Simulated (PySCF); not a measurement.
# C8H9O3: the cost of one run

Computed with PySCF 2.14.0 and routines of our own; the level stands in each step. Atoms count from 0.

### 1 The system as given

20 atoms, charge -1, multiplicity 1; geometry from: GFN2-xTB.

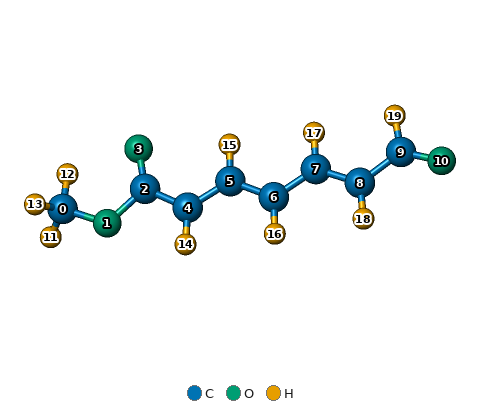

The starting geometry (carbon blue, oxygen teal, hydrogen amber).

### 2 Relaxing the molecule at PBE0-D3(BJ)/def2-SVP

The job: settings as JSON, then the geometry in Å.

```
{"job": {"xc": "PBE0", "basis": "def2-SVP", "d3": "d3bj", "grid": 2, "kind": "geom"}, "charge": -1, "multiplicity": 1}
C      3.395012    -1.421538    -3.166489
O      2.545495    -0.477480    -2.566243
C      1.688846    -0.957178    -1.569217
O      1.697417    -2.141288    -1.261485
C      0.892222     0.088001    -1.049177
C     -0.040447    -0.116651    -0.056914
C     -0.864504     0.853719     0.496636
C     -1.792022     0.591890     1.494162
C     -2.630597     1.511899     2.088380
C     -3.549117     1.163421     3.094388
O     -4.334697     1.909045     3.685370
H      3.297758    -1.342215    -4.252229
H      3.111167    -2.426084    -2.836314
H      4.432620    -1.224341    -2.877471
H      1.045267     1.070031    -1.471850
H     -0.128926    -1.131000     0.316307
H     -0.776846     1.869332     0.129007
H     -1.864816    -0.435878     1.839704
H     -2.591381     2.548761     1.779538
H     -3.537602     0.078233     3.361472
```

Started as:

```
$ OMP_NUM_THREADS=1 python excited_run.py task.json out
```

This one command runs all jobs of the session in turn.

Q: Estimate the wall time and peak memory of this first job on 1 thread of Arm Neoverse V2, shared host.

About 8.4 min, with a peak of 0.96 GiB.
